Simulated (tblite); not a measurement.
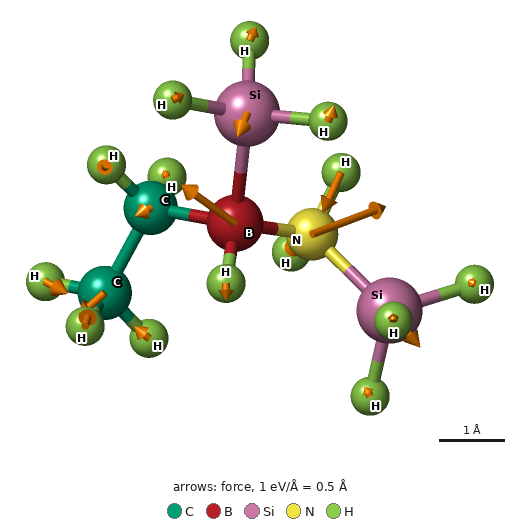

Starting geometry of C2H14BNSi2 with the computed forces as orange arrows. Style: ball-and-stick. Shown at a tilt.

Theory: GFN2-xTB geometry optimisation, gas phase (tblite 0.8.0). 

Is this structure relaxed? If not, where do the atoms go?

It isn't relaxed: the largest force vector, on the N atom, is 3.24 eV/Å. The final displacements have little in common with the starting forces (cosine between the two patterns 0.13). The energy falls by 16.5 kcal/mol in 203 geometry steps. The atom that moves furthest after the best rigid fit is an H atom (1.51 Å). By element the largest moves are H 1.51 Å, C 0.40 Å, N 0.29 Å, Si 0.26 Å, B 0.26 Å. Near-neighbour distances that change, for instance: B–N 1.508 → 1.691 Å, H–N 1.057 → 1.016 Å, C–H 1.123 → 1.090 Å, H–Si 1.458 → 1.489 Å. Bond angles that change, for instance: B–Si–H 106.3° → 116.8°, H–Si–H 111.9° → 101.4°, B–N–H 110.4° → 101.8°. Groups turn about N–Si by about 30°, B–N by about 25°, B–C by about 25°.
